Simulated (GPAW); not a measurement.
Two runs for the Si K edge of atom 7 in ZrCuSiP (P4/nmm). Run A: GPAW, LDA, excited-electron core hole (neutral cell), 16-atom cell with 5.1 Å between holes, 5×5×5 k points, dipole transitions, Gaussian full width 0.9 eV up to 4 eV, rising linearly to 3.5 eV at 25 eV. Run B differs in one choice.

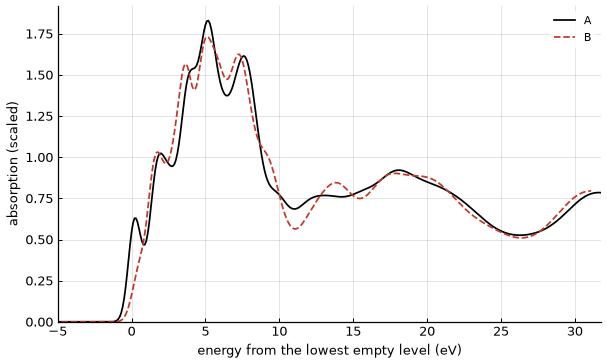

Energy from the lowest empty level; intensity scaled to a mean of 1 over the first 20 eV.

Question: What was changed?
a) the plane-wave cutoff
b) the volume of the cell
c) the size of the supercell
d) the broadening

(c): run B changes the supercell atoms from 16 to 8, and the k mesh follows the cell. Against the first run the r.m.s. difference is 10 %. The highest intensity below 16 eV goes from 5.2 eV (1.83) to 5.1 eV (1.73). Other settings could leave a like mark; this is the one that was changed.

[Hosts, paths, dates, database ids (printed as entryN), source tags and the programs' standing remarks are cut or masked in the printed files.]

[Lists of maxima count a maximum above −3 eV only where it reaches 4 % of the highest in the window and stands out from its surroundings by 2 % of it (1.5 % where it reaches 55 %); shoulders and weaker maxima are passed over, and of the rest the first, up to two pre-edge ones and the few strongest are named.]
